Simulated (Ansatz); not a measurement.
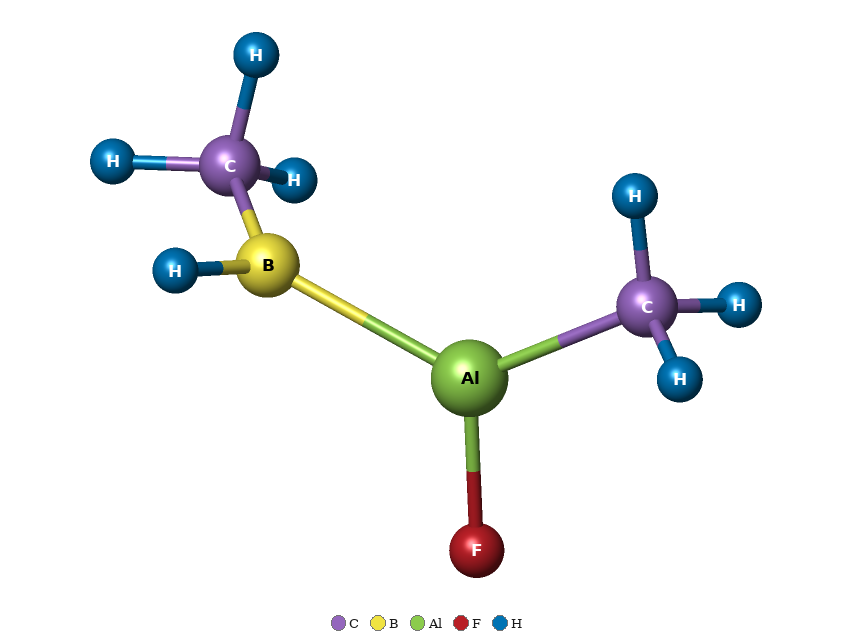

Harmonic vibrations computed with RKS PBE0-D4/def2-TZVP (Ansatz 0.2.0) at a stationary point of the same level.

### How many imaginary frequencies does it have?

A minimum: no imaginary frequency, and the lowest mode lies at 31 cm⁻¹.

### How many vibrational modes are there, and where do they lie?

30 modes: 31, 43, 100, 116, 160, 194, 282, 461, 540, 615, 637, 684, 765, 826, 833, 1032, 1118, 1216, 1296, 1411, 1436, 1440, 1471, 2542, 2974, 3034, 3080, 3109, 3126, 3134 cm⁻¹.
